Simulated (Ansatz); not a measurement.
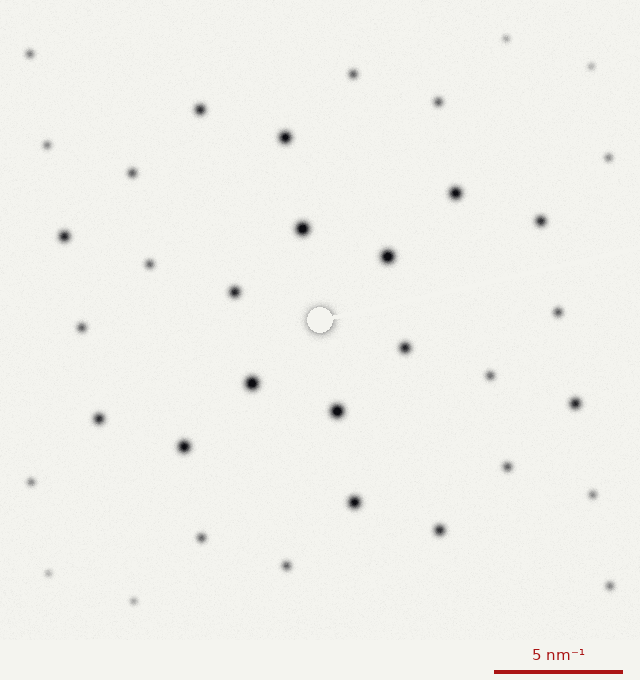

Kinematic zone-axis pattern, calculated for 100 keV electrons with B = 0.3 Å².

Q: Read the repeat vectors of the pattern off the scale bar.

A: The spots form a centred rectangular net whose two shortest vectors correspond to d = 2.85 Å and 2.75 Å, 61.1° apart.

Q: What is the point symmetry of the pattern, intensities included?

A: 2mm.

Q: Which crystal and zone produced it?

A: This cannot be fixed from one zone alone; the pattern is [101] of Sc, space group P6_3/mmc (No. 194), a = 3.29 Å, c = 10.50 Å (hexagonal axes). The net vectors are 0 1 0 and 1 0 -1. Structure: the input geometry of an electronic-structure calculation (not necessarily at equilibrium); the starting structure was generated, so it need not be a known form of this composition.
